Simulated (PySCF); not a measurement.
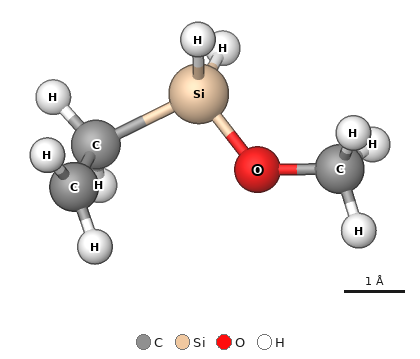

Figure 1. The structure as given in the input (ball-and-stick view, seen at a tilt). Bond lengths as drawn: C–C 1.46 Å, C–H 1.07 to 1.09 Å, C–O 1.40 Å, C–Si 1.93 Å, H–Si 1.47 Å and O–Si 1.62 Å.

# C3H9OSi: EPR calculation

System: C3H9OSi, multiplicity 2, SMILES [CH2]C[SiH2]OC.
Method: UKS B3LYP, pcH-1 on C H O Si, non-relativistic, mean-field spin-orbit, GIAO (PySCF 2.14.0).

It belongs to a series of runs on one base structure; here: H removed from sp3 C.

Input file
```
{"job": {"kind": "epr", "basis": "pcH-1"}, "charge": 0, "multiplicity": 2}
C     -2.180168    -0.188071     0.398139
C     -1.623460     0.614920    -0.681768
Si     0.150891     1.201990    -0.208589
O      0.951777    -0.197682    -0.061188
C      2.284329    -0.394611     0.301956
H     -1.967961    -1.237107     0.458114
H     -2.639268     0.285651     1.244255
H     -1.561015     0.046319    -1.608403
H     -2.212456     1.513147    -0.860886
H      0.747275     2.050635    -1.248355
H      0.132395     1.950123     1.052127
H      2.496421     0.057165     1.273669
H      2.464108    -1.468836     0.357211
H      2.956455     0.045909    -0.438448
```

The first line tells a small driver script what to run in PySCF; the rest is the geometry in Å.

Hardware: 1 CPU thread, shared host.

Launched with:
```bash
OMP_NUM_THREADS=1 python <driver script> task.json out
```

Output
```
UKS, coarse grid
  cycle   1  E = -484.33476717  |g| = 5.57e-01
  cycle   2  E = -484.11559502  |g| = 9.40e-01
  cycle   3  E = -484.44735008  |g| = 8.45e-02
  cycle   4  E = -484.44943201  |g| = 4.36e-02
  cycle   5  E = -484.45035347  |g| = 6.60e-03
  cycle   6  E = -484.45037976  |g| = 1.79e-03
  cycle   7  E = -484.45038161  |g| = 1.19e-03
  cycle   8  E = -484.45038288  |g| = 2.29e-04
UKS, final grid
  cycle   1  E = -484.45040028  |g| = 2.36e-04
  cycle   2  E = -484.45040027  |g| = 2.90e-04
  cycle   3  E = -484.45040031  |g| = 2.32e-05
  cycle   4  E = -484.45040031  |g| = 1.87e-05
E = -484.45040031 Eh   <S^2> = 0.7538 (exact 0.7500)
g shifts (ppm)      1          2          3
  rmc          -144       -144       -144
  gc              5         32         20
  oz_so        -109        292       1070
  total        -249        180        947
hyperfine (MHz)  atom isotope    a_iso     a_fc   dipolar eigenvalues
    0   13C      92.45      92.56    -77.60    -76.71    154.32
    1   13C     -31.14     -31.15     -4.30      0.22      4.08
    2  29Si    -158.18    -158.35    -24.14     11.32     12.82
    3   17O       1.78       1.78     -1.00      0.09      0.92
    4   13C       2.28       2.28     -0.31     -0.16      0.47
    5    1H     -59.44     -59.45    -37.47      0.12     37.35
    6    1H     -59.52     -59.53    -37.42      0.07     37.35
    7    1H      41.78      41.78     -4.53     -3.89      8.41
    8    1H      55.71      55.71     -4.52     -4.03      8.55
    9    1H      26.14      26.14     -2.30     -1.08      3.38
   10    1H      -3.06      -3.06     -3.04     -1.59      4.63
   11    1H       0.07       0.07     -0.85     -0.67      1.51
   12    1H       0.74       0.74     -0.75     -0.64      1.40
   13    1H       0.76       0.76     -0.75     -0.55      1.30
```

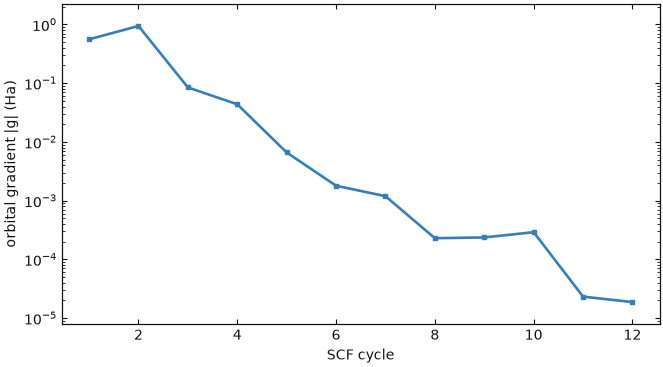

Figure 2. Convergence of the self-consistent field: orbital gradient |g| against the SCF cycle. All cycles printed in the log are drawn one after another.

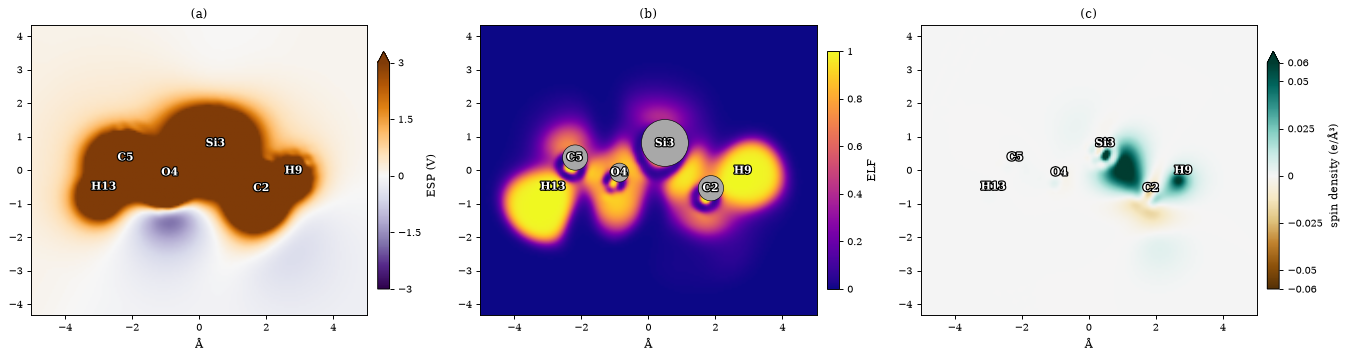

Figure 3. (a) molecular electrostatic potential; (b) electron localisation function; (c) spin density on the plane of atoms Si3, O4 and C5. Grey discs, where drawn, cover atomic cores. Si–O (1.62 Å): the ELF is about 0.10 at the midpoint. The unpaired spin (1 electron) lies mostly on C1 (about 0.7), H6 (about 0.1) and Si3 (about 0.1), in electrons by Hirshfeld's partition.

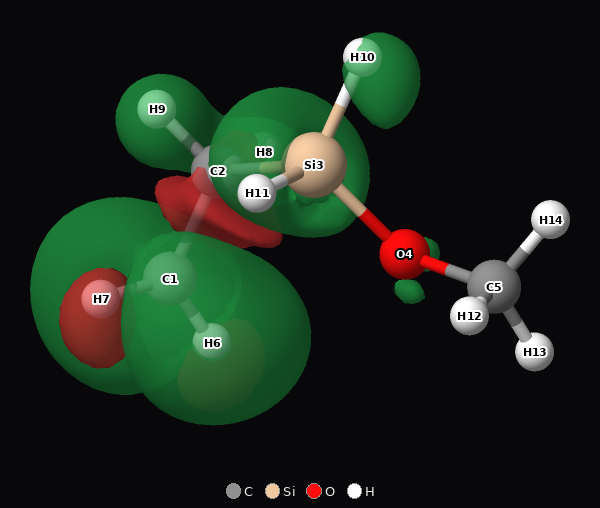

Figure 4. Isosurfaces of the spin density at +0.006 (green) and −0.006 e/Å³ (red), seen at a tilt. The unpaired spin (1 electron) lies mostly on C1 (about 0.7), H6 (about 0.1) and Si3 (about 0.1), in electrons by Hirshfeld's partition.

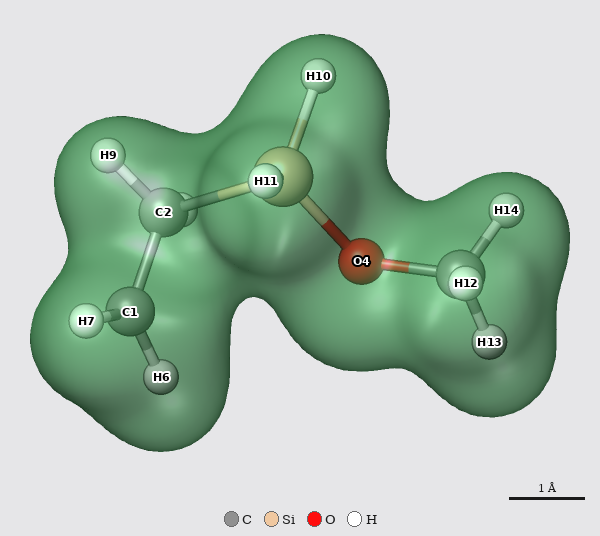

Figure 5. Isosurface of the electron density at 0.1 e/Å³ (green), seen at a tilt. At this value the surface is in one piece. On the grid the lowest density along these lines, outside the cores, is 1.4 e/Å³ (C–O, 1.40 Å), 1.5 e/Å³ (C–C, 1.46 Å), 0.87 e/Å³ (Si–O, 1.62 Å) and 0.63 e/Å³ (C–Si, 1.93 Å).

Summary

```json
{"quantity": "outcome", "value": "converged"}
{"quantity": "total energy", "value": "−484.450400 hartree"}
{"quantity": "⟨S²⟩", "value": "0.754"}
{"quantity": "isotropic g", "value": "2.0026"}
{"quantity": "wall time", "value": "44 s"}
{"quantity": "peak memory", "value": "0.77 GiB"}
```
